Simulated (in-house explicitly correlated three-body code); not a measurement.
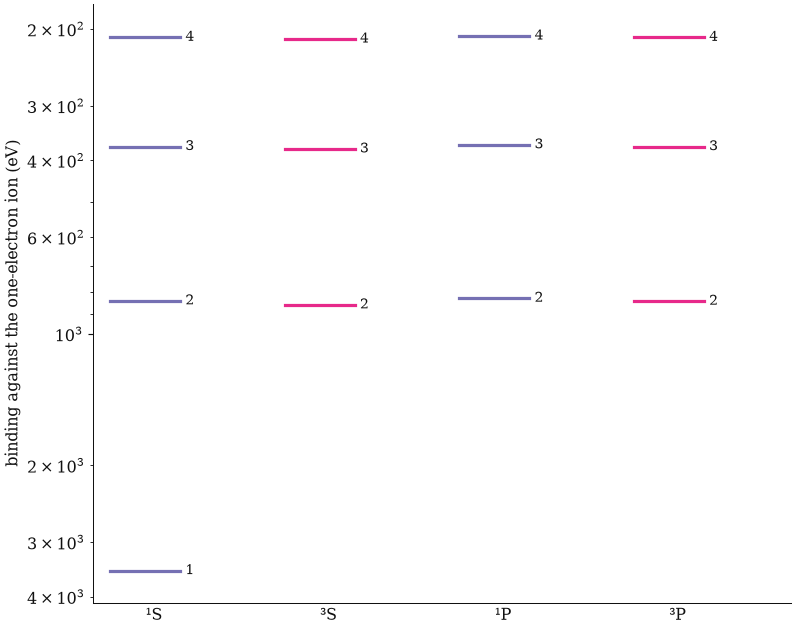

Two electrons around a point charge Z = 16.637. Computed variationally in 260 exponentially correlated functions with an in-house code, non-relativistic, converged to about 10⁻⁸ of the energy. The plot shows the bound S and P states that converged, by term and principal number n, on a logarithmic scale of binding.

Q: How do singlets and triplets lie?

A: The ground state is bound by 3487 eV. The n = 2 states drawn run, from the deepest, 2 ³S (857.7 eV), 2 ³P (841.3 eV), 2 ¹S (839.6 eV), 2 ¹P (828.1 eV). Exchange puts 2 ³S below 2 ¹S by 18.1 eV and 2 ³P below 2 ¹P by 13.2 eV. Quantum defects n − (Z − 1)/√(2 E(binding)): 2 ³S 0.031, 2 ³P 0.011, 2 ¹S 0.009, 2 ¹P −0.004.
